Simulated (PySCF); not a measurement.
```xyz
17

O     2.6073    0.6777    1.8792
C     2.5783   -0.1953    1.1130
P     2.6332   -1.5241    0.1515
C     1.4163   -0.8803   -1.1644
C     0.1918   -0.2888   -0.5518
C     0.0548    1.0892   -0.4343
C    -1.0714    1.6347    0.1550
C    -2.0724    0.8094    0.6380
C    -1.9424   -0.5649    0.5277
C    -0.8168   -1.1103   -0.0614
H     1.1755   -1.7585   -1.7676
H     1.9487   -0.1606   -1.7885
H     0.8347    1.7375   -0.8088
H    -1.1655    2.7072    0.2394
H    -2.9493    1.2362    1.1014
H    -2.7190   -1.2142    0.9039
H    -0.7109   -2.1830   -0.1424
```

Geometry: GFN2-xTB.

Method: PySCF, PBE0/pcSseg-1, SCF density, gas phase, non-relativistic.

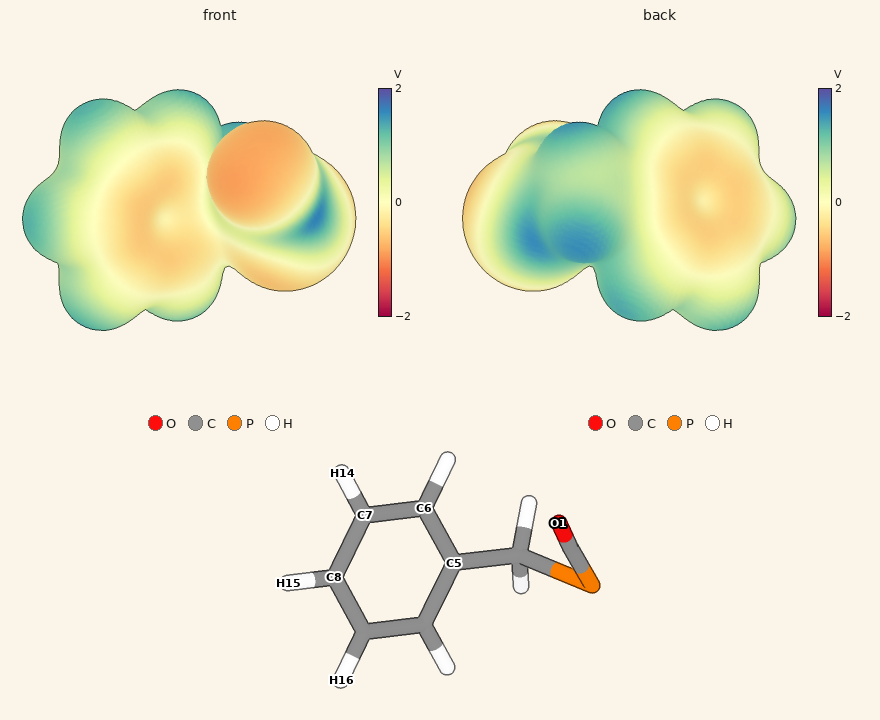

C₈H₇OP (SMILES O=C=PCc1ccccc1). The molecular electrostatic potential painted on the density surface at 0.004 e/bohr³, seen from the front and from behind; the colour scale runs from red (negative) to blue (positive). The bare structure is drawn below in the same view.

Question: Describe the electrostatic potential map.

Answer: The most negative region (about −0.9 V, or −21 kcal/mol for a unit charge) lies over O1, the most positive (about +1.5 V, or +35 kcal/mol for a unit charge) over C2, P3 and H11.

Question: What dipole moment does the calculation give?

Answer: Its dipole moment is 1.72 D.
